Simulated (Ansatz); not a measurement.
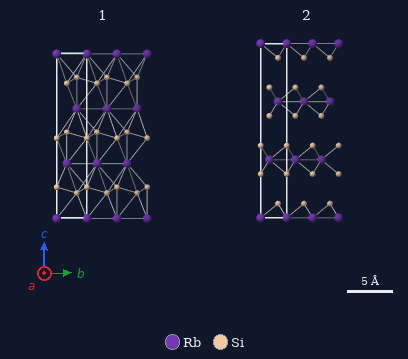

Two geometries of crystalline RbSi₂ (built on the 3R molybdenite_160 type) (coarse preliminary run), drawn at one scale. One is the start of a relaxation, the other its converged end. Style: ball-and-stick. Shown: the conventional cell (3 times the calculation's cell), repeated 1 × 3 × 1 with one cell outlined, along the a axis. Lengths and directions refer to the drawn axes.

Theory: Ansatz 0.2.0, DFT PBE, scalar-relativistic, plane waves, PAW. Settings: plane-wave cutoff 420 eV; k-point mesh 6 × 6 × 6; occupations gaussian; smearing width 0.1 eV; no spin polarisation; cell and atoms relaxed; force threshold 0.04 eV/Å; at most 70 steps.

Which of the two is the end point?

Answer. Structure 1 is the relaxed one. Case: 3R molybdenite type (R3m, No. 160). A Si atom moves most relative to the cell: 1.29 Å along +c. By element the largest moves are Si 1.29 Å, Rb 0.08 Å. The drawn cell changes as follows: a = b 3.404 → 3.955 Å (+16.2 %), c 19.770 → 18.670 Å (−5.6 %); the volume changes by +27.5 %. Some distances before and after: Si–Si 3.891 → 2.377 Å, Rb–Si 4.974 → 3.560 Å, Rb–Si 5.348 → 4.033 Å, Rb–Si 2.545 → 3.690 Å. New bonds form: Rb–Si (4.97 → 3.56 Å), Si–Si (3.89 → 2.38 Å). Bond angles that change, for instance: Rb–Si–Rb 84.0° → 64.8°, Rb–Si–Rb 84.0° → 68.6°. The space group stays R3m (No. 160). The energy falls by 3027 meV per atom in 13 accepted moves (14 points after the start). Largest force component: 5.3 eV/Å at the start, 0.022 eV/Å at the end. Pressure: 26.14 GPa at the start and 0.13 GPa at the end. The SCF was repeated once at an unchanged geometry on a basis and grid sized afresh for the cell, which shifted the energy by 4.0 meV per atom at most.
